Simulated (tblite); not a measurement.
C$_{4}$H$_{9}$B$_{2}$GeN: geometry relaxation (part 1 of 4)

System: C$_{4}$H$_{9}$B$_{2}$GeN.
Method: GFN2-xTB geometry optimisation, gas phase (tblite 0.8.0).

It belongs to a series of runs on one base structure; here: C replaced by Ge.

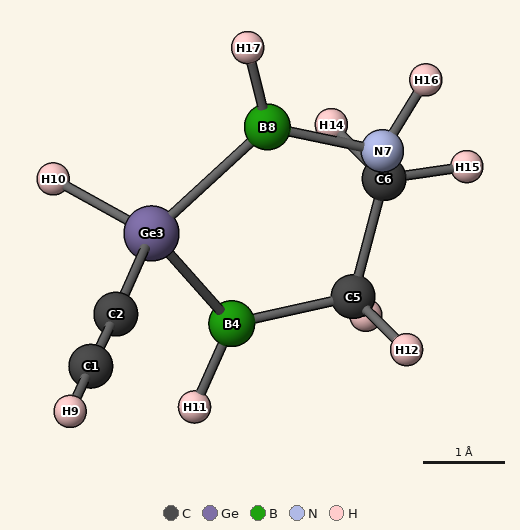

**Figure 1.** The input geometry (ball-and-stick view, seen at a tilt; atoms are numbered from 1 in the order of the input). Sticks mark near contacts.

Input file
```
{"job": {"kind": "relax", "xc": "GFN2-xTB", "basis": "xTB"}, "charge": 0, "multiplicity": 1}
C      3.802300     0.130700    -0.766300
C      2.795600     0.121400    -0.092900
Ge     1.248600     0.086800     0.990400
B      0.074500    -1.479100     0.519500
C     -1.380200    -1.245600    -0.090800
C     -1.994800     0.121800     0.265600
N     -1.247900     1.236100    -0.354300
B      0.008400     1.585000     0.466800
H      4.670800     0.145100    -1.363500
H      1.570500     0.107000     2.504300
H      0.554000    -2.565900     0.486100
H     -1.319800    -1.348400    -1.200600
H     -2.053700    -2.042300     0.292800
H     -2.062300     0.237800     1.372500
H     -3.035000     0.142600    -0.119000
H     -1.863200     2.082300    -0.328400
H      0.225200     2.696700     0.794600
```

The first line tells a small driver script what to run in tblite; the rest is the geometry in Å.

Run on 1 CPU thread, shared host.

Launch command:
```bash
OMP_NUM_THREADS=1 python <driver script> task.json out
```

Output
```
step      E/eV     max force
  0    -553.49463    3.750
  1    -553.77493    2.576
  2    -553.56884    7.067
  3    -554.06765    1.268
  4    -554.13115    0.959
  5    -554.22309    0.865
  6    -554.29282    0.878
  7    -554.37552    0.673
  8    -554.41795    0.524
  9    -554.44092    0.434
 10    -554.45927    0.349
 11    -554.47418    0.295
 12    -554.48733    0.371
 13    -554.50085    0.329
 14    -554.51531    0.464
 15    -554.53090    0.453
 16    -554.54484    0.296
 17    -554.55383    0.229
 18    -554.55944    0.229
 19    -554.56473    0.259
 20    -554.56944    0.180
 21    -554.57243    0.123
 22    -554.57427    0.116
 23    -554.57608    0.127
 24    -554.57815    0.147
 25    -554.57999    0.109
 26    -554.58131    0.094
 27    -554.58242    0.082
 28    -554.58384    0.107
 29    -554.58586    0.147
 30    -554.58815    0.144
 31    -554.59007    0.123
 32    -554.59147    0.102
 33    -554.59265    0.091
 34    -554.59378    0.109
 35    -554.59475    0.092
 36    -554.59549    0.075
 37    -554.59620    0.080
 38    -554.59707    0.084
 39    -554.59804    0.102
 40    -554.59895    0.077
 41    -554.59967    0.064
 42    -554.60031    0.063
 43    -554.60114    0.105
 44    -554.60231    0.136
 45    -554.60365    0.115
 46    -554.60489    0.096
 47    -554.60598    0.084
 48    -554.60704    0.108
 49    -554.60816    0.104
 50    -554.60909    0.062
 51    -554.60961    0.061
 52    -554.60996    0.052
 53    -554.61036    0.068
 54    -554.61083    0.063
 55    -554.61128    0.050
 56    -554.61168    0.058
 57    -554.61210    0.059
 58    -554.61267    0.081
 59    -554.61341    0.069
 60    -554.61406    0.063
 61    -554.61449    0.056
 62    -554.61481    0.050
 63    -554.61515    0.052
 64    -554.61558    0.052
 65    -554.61606    0.058
 66    -554.61665    0.063
 67    -554.61748    0.073
 68    -554.61860    0.073
 69    -554.61987    0.082
 70    -554.62102    0.075
 71    -554.62195    0.061
 72    -554.62290    0.075
 73    -554.62419    0.129
 74    -554.62573    0.238
 75    -554.62769    0.197
 76    -554.63056    0.111
 77    -554.63399    0.152
 78    -554.63642    0.160
 79    -554.63964    0.168
 80    -554.64362    0.235
 81    -554.64663    0.164
 82    -554.64978    0.155
 83    -554.65243    0.160
 84    -554.65442    0.168
 85    -554.65688    0.154
 86    -554.65921    0.105
 87    -554.66131    0.125
 88    -554.66263    0.100
 89    -554.66441    0.088
 90    -554.66663    0.126
 91    -554.66784    0.078
 92    -554.66903    0.094
 93    -554.66996    0.108
 94    -554.67118    0.085
 95    -554.67248    0.089
 96    -554.67372    0.062
 97    -554.67409    0.043
 98    -554.67446    0.038
 99    -554.67486    0.044
100    -554.67527    0.044
101    -554.67569    0.055
102    -554.67596    0.030
103    -554.67616    0.038
104    -554.67636    0.045
105    -554.67663    0.053
106    -554.67693    0.037
107    -554.67722    0.044
108    -554.67751    0.054
109    -554.67786    0.059
110    -554.67828    0.057
111    -554.67878    0.055
112    -554.67930    0.044
113    -554.67977    0.040
114    -554.68010    0.038
115    -554.68032    0.032
116    -554.68050    0.032
117    -554.68066    0.027
118    -554.68083    0.029
119    -554.68098    0.027
120    -554.68108    0.016
121    -554.68115    0.016
122    -554.68121    0.015
123    -554.68125    0.015
124    -554.68128    0.012
125    -554.68131    0.012
126    -554.68135    0.016
127    -554.68140    0.020
128    -554.68146    0.027
129    -554.68153    0.026
130    -554.68158    0.017
131    -554.68160    0.012
132    -554.68162    0.008
```

Trajectory as extended XYZ (Å, eV, eV/Å), 48 of the 133 frames kept, from step=0 to step=132
```
17
Properties=species:S:1:pos:R:3:forces:R:3 step=0 energy=-553.49463
C     3.8023    0.1307   -0.7663   -0.6450  -0.0020   0.4320
C     2.7956    0.1214   -0.0929    1.0750  -0.0870  -0.2540
Ge    1.2486    0.0868    0.9904   -1.2830   0.0530   0.3300
B     0.0745   -1.4791    0.5195    0.3460  -0.7490  -0.5750
C    -1.3802   -1.2456   -0.0908    0.4100  -0.1940   0.4810
C    -1.9948    0.1218    0.2656   -0.3330  -0.2840  -0.5500
N    -1.2479    1.2361   -0.3543    1.2890   1.6960   3.0860
B     0.0084    1.5850    0.4668   -1.4690  -0.0360  -1.3810
H     4.6708    0.1451   -1.3635   -0.0630   0.0100  -0.0110
H     1.5705    0.1070    2.5043    0.3140   0.0500  -0.4980
H     0.5540   -2.5659    0.4861   -0.4440   0.1240  -0.0310
H    -1.3198   -1.3484   -1.2006   -0.1110   0.0360   0.7330
H    -2.0537   -2.0423    0.2928    0.1860   0.3900  -0.4150
H    -2.0623    0.2378    1.3725    0.0520  -0.1300  -0.4690
H    -3.0350    0.1426   -0.1190    0.3470   0.1030   0.0710
H    -1.8632    2.0823   -0.3284    0.6020  -1.0020  -0.5050
H     0.2252    2.6967    0.7946   -0.2730   0.0210  -0.4450
17
Properties=species:S:1:pos:R:3:forces:R:3 step=3 energy=-554.06765
C     3.8013    0.1308   -0.7653   -0.6310  -0.0110   0.4430
C     2.8070    0.1161   -0.0761    0.3470  -0.0740   0.0930
Ge    1.1935    0.0916    0.9968   -0.1720   0.0820  -0.2280
B     0.0893   -1.5059    0.4938    0.0860   0.0490  -0.1650
C    -1.3615   -1.2489   -0.0724    0.1330   0.1000   0.0210
C    -1.9919    0.1136    0.2496    0.1300  -0.0310   0.2810
N    -1.2267    1.2826   -0.2189    0.4110  -0.3700   1.1410
B    -0.0179    1.5994    0.4290    0.0720   0.1720   0.1240
H     4.6677    0.1456   -1.3641   -0.0240   0.0090  -0.0170
H     1.5867    0.1093    2.4791    0.2080   0.0160  -0.3290
H     0.5353   -2.5717    0.4830   -0.0980  -0.5120  -0.1040
H    -1.3236   -1.3482   -1.1671    0.0580  -0.0640   0.1300
H    -2.0480   -2.0273    0.2748   -0.0630   0.0330  -0.0830
H    -2.0623    0.2286    1.3471   -0.1570  -0.3070  -0.0970
H    -3.0228    0.1494   -0.1225    0.1760   0.0870  -0.2490
H    -1.8449    2.0506   -0.3558   -0.4440   0.4710  -0.4090
H     0.2117    2.6964    0.7657   -0.0330   0.3510  -0.5510
17
Properties=species:S:1:pos:R:3:forces:R:3 step=6 energy=-554.29282
C     3.7788    0.1303   -0.7485    0.1710  -0.0070  -0.0840
C     2.8122    0.1048   -0.0307   -0.1900   0.0010   0.2020
Ge    1.1582    0.1012    0.9773    0.5100  -0.1150  -0.0330
B     0.1101   -1.5241    0.4642    0.0520  -0.2020   0.0740
C    -1.3422   -1.2459   -0.0594   -0.0880  -0.1040  -0.1100
C    -1.9814    0.1029    0.2672   -0.0700   0.1280   0.1560
N    -1.2356    1.3097   -0.0581   -0.4910   0.4960  -0.5330
B     0.0050    1.6314    0.4423   -0.0540   0.1810   0.3690
H     4.6504    0.1467   -1.3571   -0.2940  -0.0050   0.2020
H     1.6185    0.1113    2.4283    0.1000  -0.0450  -0.1270
H     0.5114   -2.6244    0.4690   -0.1030  -0.0310  -0.0970
H    -1.3170   -1.3547   -1.1430    0.1440  -0.0070  -0.3110
H    -2.0507   -2.0155    0.2576   -0.0320  -0.0590   0.0920
H    -2.0856    0.1843    1.3413   -0.3790  -0.4360   0.6480
H    -2.9925    0.1624   -0.1529    0.1540  -0.0150  -0.1860
H    -1.8527    2.0471   -0.4060    0.2800  -0.3230   0.2000
H     0.2063    2.7447    0.6851    0.2900   0.5440  -0.4620
17
Properties=species:S:1:pos:R:3:forces:R:3 step=8 energy=-554.41795
C     3.7611    0.1291   -0.7326   -0.0370  -0.0140   0.0850
C     2.8132    0.0972    0.0088    0.1620   0.0670  -0.1890
Ge    1.1679    0.1007    0.9592   -0.1150  -0.0280   0.1570
B     0.1261   -1.5474    0.4494   -0.1410  -0.0840   0.0870
C    -1.3342   -1.2484   -0.0598   -0.0160   0.0250  -0.0870
C    -1.9788    0.1051    0.2967   -0.0210   0.1030   0.0920
N    -1.2592    1.3487    0.0223    0.2460  -0.2490  -0.2230
B     0.0100    1.6681    0.4780   -0.4310   0.2950   0.0370
H     4.6199    0.1471   -1.3396    0.0590  -0.0060  -0.0250
H     1.6493    0.1089    2.3843    0.1000  -0.0940   0.1650
H     0.4884   -2.6679    0.4513   -0.0370   0.1870  -0.0630
H    -1.3013   -1.3596   -1.1489    0.0850   0.1070  -0.1260
H    -2.0555   -2.0120    0.2526    0.0560  -0.0050   0.0530
H    -2.1309    0.1194    1.3806   -0.2650  -0.2550   0.1230
H    -2.9592    0.1704   -0.1884    0.0410  -0.0500   0.0430
H    -1.8486    2.0350   -0.4285    0.0270   0.0290   0.2250
H     0.2247    2.8177    0.5913    0.2880  -0.0270  -0.3550
17
Properties=species:S:1:pos:R:3:forces:R:3 step=11 energy=-554.47418
C     3.7631    0.1275   -0.7269    0.0560   0.0010  -0.0130
C     2.8139    0.1026    0.0101   -0.1480   0.0540  -0.0070
Ge    1.1618    0.1028    0.9701   -0.1210   0.1430   0.1350
B     0.1148   -1.5533    0.4564   -0.0270   0.1910   0.0320
C    -1.3364   -1.2458   -0.0687    0.0040   0.0230   0.0370
C    -1.9816    0.1060    0.3153   -0.0110  -0.1660  -0.0820
N    -1.2536    1.3367    0.0143   -0.0860  -0.0350   0.1730
B    -0.0139    1.6991    0.5001    0.2400  -0.1670  -0.0400
H     4.6184    0.1465   -1.3372    0.0980  -0.0090  -0.0380
H     1.6698    0.0961    2.3914    0.0730  -0.0990   0.1250
H     0.4798   -2.6654    0.4386    0.0140   0.0430  -0.0320
H    -1.2878   -1.3476   -1.1640   -0.0210   0.1290   0.1080
H    -2.0510   -2.0119    0.2555    0.0300   0.0010  -0.0950
H    -2.1724    0.0745    1.4036   -0.0110   0.0190  -0.2230
H    -2.9468    0.1678   -0.1942   -0.0970  -0.0060   0.0640
H    -1.8478    2.0351   -0.4099   -0.0750  -0.0210   0.1030
H     0.2628    2.8414    0.5225    0.0820  -0.0990  -0.2450
17
Properties=species:S:1:pos:R:3:forces:R:3 step=14 energy=-554.51531
C     3.7670    0.1266   -0.7193   -0.0880   0.0220   0.0550
C     2.8000    0.1168    0.0015   -0.0570   0.0370  -0.0590
Ge    1.1424    0.1224    1.0040    0.4520  -0.1020   0.0170
B     0.1054   -1.5344    0.4669    0.1580   0.0380   0.0390
C    -1.3356   -1.2410   -0.0697    0.0000   0.0000   0.0040
C    -1.9887    0.0904    0.3162   -0.1180   0.1790   0.0160
N    -1.2566    1.3266    0.0440   -0.0980   0.1720   0.1010
B    -0.0082    1.7027    0.5020    0.0680  -0.1240  -0.1420
H     4.6285    0.1440   -1.3377   -0.1950  -0.0220   0.1810
H     1.6983    0.0695    2.4171   -0.0010  -0.0360   0.0010
H     0.4737   -2.6482    0.4235    0.0390   0.1150   0.0060
H    -1.2800   -1.3167   -1.1605    0.0150   0.0210  -0.0810
H    -2.0429   -2.0136    0.2410   -0.0470  -0.1130  -0.0930
H    -2.2080    0.0408    1.3890    0.0360   0.0600   0.1230
H    -2.9535    0.1639   -0.1896   -0.0980  -0.0020  -0.0970
H    -1.8549    2.0260   -0.3763   -0.0190  -0.0620   0.0680
H     0.3061    2.8362    0.4244   -0.0470  -0.1830  -0.1380
17
Properties=species:S:1:pos:R:3:forces:R:3 step=17 energy=-554.55383
C     3.7593    0.1293   -0.7060   -0.0550   0.0250   0.0020
C     2.7772    0.1345   -0.0102    0.0590  -0.0270   0.0670
Ge    1.1728    0.1296    1.0368   -0.0770  -0.1060  -0.0620
B     0.1136   -1.5070    0.4796   -0.0480  -0.0420  -0.0680
C    -1.3346   -1.2328   -0.0695    0.0030   0.0790  -0.0250
C    -2.0094    0.0915    0.3211   -0.0410   0.0090   0.1460
N    -1.2693    1.3313    0.0912    0.0480  -0.0770  -0.0360
B     0.0099    1.6844    0.4828   -0.1520  -0.0650  -0.1030
H     4.6176    0.1387   -1.3176   -0.0080  -0.0080   0.0230
H     1.7268    0.0395    2.4436    0.0350   0.0290   0.0000
H     0.4762   -2.6187    0.4107    0.1030   0.0390   0.0300
H    -1.2703   -1.2837   -1.1633    0.0740  -0.0060  -0.0230
H    -2.0382   -2.0271    0.2119    0.0840   0.0420  -0.0750
H    -2.2360    0.0206    1.3882   -0.0480   0.0520   0.2180
H    -2.9726    0.1617   -0.1972    0.0670   0.0480  -0.0460
H    -1.8691    2.0176   -0.3381   -0.0050   0.1490   0.0000
H     0.3391    2.8026    0.3130   -0.0370  -0.1430  -0.0480
17
Properties=species:S:1:pos:R:3:forces:R:3 step=20 energy=-554.56944
C     3.7519    0.1336   -0.7024    0.0270   0.0040  -0.0300
C     2.7727    0.1377   -0.0050    0.0060  -0.0540   0.1090
Ge    1.1770    0.1201    1.0441   -0.1730   0.0420   0.0240
B     0.1116   -1.4999    0.4777   -0.0030  -0.0190  -0.0200
C    -1.3344   -1.2207   -0.0722    0.0170  -0.0070   0.0340
C    -2.0234    0.0936    0.3399    0.0270  -0.0410  -0.0130
N    -1.2788    1.3263    0.0965   -0.1120   0.0210  -0.0150
B     0.0056    1.6655    0.4649    0.0710  -0.0660   0.0180
H     4.6126    0.1356   -1.3066    0.0570   0.0100  -0.0420
H     1.7409    0.0316    2.4535   -0.0160   0.0420  -0.0820
H     0.4920   -2.6019    0.4091    0.0570  -0.0660  -0.0150
H    -1.2569   -1.2688   -1.1680    0.0270   0.0990   0.0590
H    -2.0266   -2.0285    0.1906    0.0050   0.0180  -0.0380
H    -2.2526    0.0213    1.4142   -0.0150   0.0440  -0.0780
H    -2.9732    0.1664   -0.2033    0.0080   0.0080   0.1050
H    -1.8733    2.0302   -0.3192    0.0260  -0.0030   0.0270
H     0.3479    2.7699    0.2628   -0.0100  -0.0330  -0.0440
17
Properties=species:S:1:pos:R:3:forces:R:3 step=22 energy=-554.57427
C     3.7486    0.1354   -0.7012   -0.0060  -0.0070   0.0140
C     2.7735    0.1352    0.0042    0.0300  -0.0450   0.0380
Ge    1.1664    0.1187    1.0480    0.0600   0.0060  -0.0110
B     0.1117   -1.5003    0.4745    0.0420  -0.0440   0.0420
C    -1.3322   -1.2163   -0.0706    0.0020  -0.0270   0.0200
C    -2.0266    0.0923    0.3468    0.0200   0.0290  -0.0260
N    -1.2866    1.3269    0.1062    0.0240   0.0220  -0.0230
B     0.0056    1.6566    0.4577   -0.0120   0.0190   0.0140
H     4.6133    0.1351   -1.3045   -0.0300   0.0150   0.0150
H     1.7467    0.0313    2.4505   -0.0510   0.0470  -0.0640
H     0.5004   -2.6005    0.4070    0.0230  -0.0470  -0.0340
H    -1.2496   -1.2566   -1.1650    0.0250   0.1130   0.0060
H    -2.0218   -2.0274    0.1791   -0.0520  -0.0300  -0.0070
H    -2.2611    0.0223    1.4193   -0.0060   0.0070  -0.0580
H    -2.9722    0.1690   -0.2002   -0.0530  -0.0280   0.0860
H    -1.8735    2.0344   -0.3121   -0.0210  -0.0150   0.0190
H     0.3506    2.7560    0.2371    0.0070  -0.0160  -0.0310
17
Properties=species:S:1:pos:R:3:forces:R:3 step=25 energy=-554.57999
C     3.7445    0.1362   -0.6974    0.0000  -0.0190   0.0360
C     2.7787    0.1253    0.0207    0.0310  -0.0150  -0.0320
Ge    1.1632    0.1173    1.0485    0.0650  -0.0440  -0.0760
B     0.1165   -1.5073    0.4774   -0.0210  -0.0260   0.0240
C    -1.3296   -1.2149   -0.0661   -0.0040   0.0050  -0.0070
C    -2.0281    0.0934    0.3519   -0.0250  -0.0130   0.0260
N    -1.2920    1.3289    0.1122    0.0510  -0.0410  -0.0140
B     0.0048    1.6495    0.4517   -0.0140   0.0420  -0.0380
H     4.6096    0.1370   -1.2999   -0.0250   0.0150   0.0100
H     1.7456    0.0388    2.4396   -0.0310   0.0420   0.0740
H     0.5134   -2.6062    0.3989   -0.0210   0.0090  -0.0300
H    -1.2366   -1.2253   -1.1605    0.0330   0.0330   0.0030
H    -2.0239   -2.0295    0.1641   -0.0180   0.0170  -0.0330
H    -2.2713    0.0242    1.4192    0.0390  -0.0100   0.0820
H    -2.9791    0.1675   -0.1844   -0.0390  -0.0330  -0.0160
H    -1.8782    2.0382   -0.3016   -0.0470   0.0020  -0.0080
H     0.3556    2.7391    0.2026    0.0280   0.0370  -0.0010
```
